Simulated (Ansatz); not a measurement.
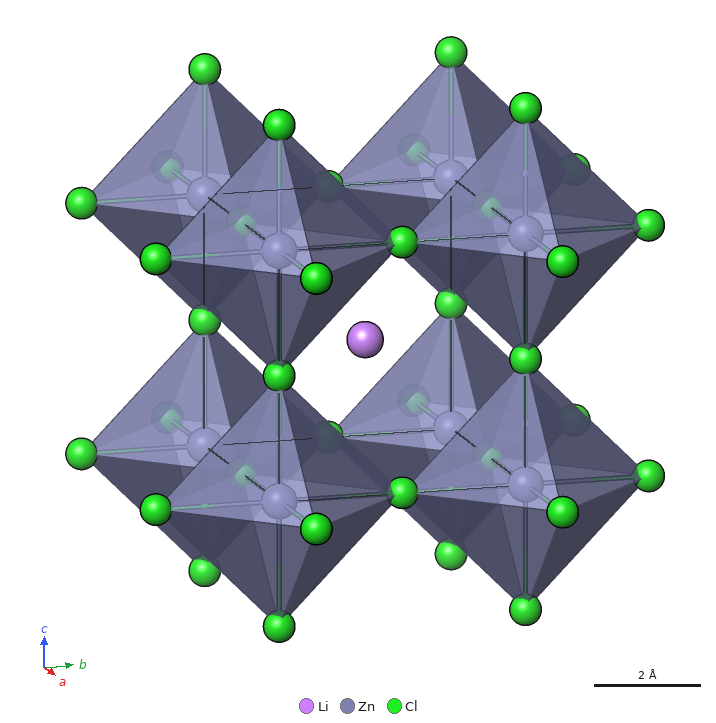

Figure: polyhedral view slightly off an axis. The frame is the conventional unit cell; atoms at its boundary are shown with their periodic copies. A few atoms beyond the faces are included.

LiZnCl$_{3}$, cubic perovskite, space group Pm-3m (No. 221), a = 4.890 Å, b = 4.890 Å, c = 4.890 Å, α = 90.00°, β = 90.00°, γ = 90.00°. The model was built from a structure type filled with these elements by a generator (whether the compound takes this form wasn't checked). Earlier steps of the study may have refined or changed the cell and positions. An electronic-structure calculation with Ansatz was run on it.

This one geometry was computed with Ansatz (DFT, plane waves, PAW) at three levels of theory: LDA, PBE and r2SCAN.

Which level gives the highest pressure at this volume, and what does that say about its equilibrium volume?

Highest: PBE (0.0 GPa), which points to the largest equilibrium volume. Lowest, with the smallest volume: LDA (-3.7 GPa). Levels within 0.5 GPa of each other can't be told apart.

How does the band gap change with the level of theory?

LDA: a gap of 1.30 eV, indirect; PBE: a gap of 1.62 eV, indirect; r2SCAN: a gap of 2.27 eV, indirect.

Collect the results in a table.

| level | cutoff (eV) | k-mesh of the run's cell | gap (eV) | pressure (GPa) |
| --- | --- | --- | --- | --- |
| LDA | 420 | 6×6×6 | 1.30 | -3.7 |
| PBE | 420 | 6×6×6 | 1.62 | 0.0 |
| r2SCAN | 500 | 6×6×6 | 2.27 | -1.1 |

Gaps are taken on the k-mesh or band path of each run.
